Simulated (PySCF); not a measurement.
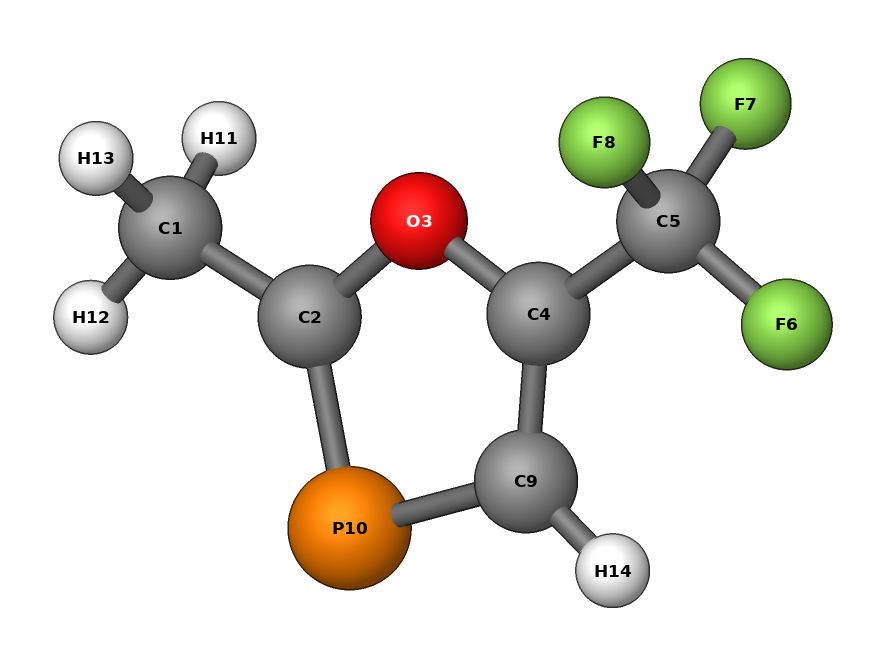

Computed geometry: GFN2-xTB optimisation. No frequency run is at hand to confirm it as a minimum. Level of theory: GIAO PBE0/pcSseg-1 NMR shielding, non-relativistic, gas phase (PySCF 2.14.0). Principal shieldings σ11 ≤ σ22 ≤ σ33, span Ω = σ33 − σ11, skew κ = 3(σiso − σ22)/Ω.

Give the shielding tensors of the P atoms.

```csv
atom,σ11,σ22,σ33,σiso,Ω,κ
P10,−6.4,157.1,440.3,197.0,446.6,0.27
```

Shieldings and span in ppm.

The geometry is semi-empirical. Around P such bond lengths and angles can be off by a tenth of an ångström or more and by several degrees, and values that hang on the shape move with them.
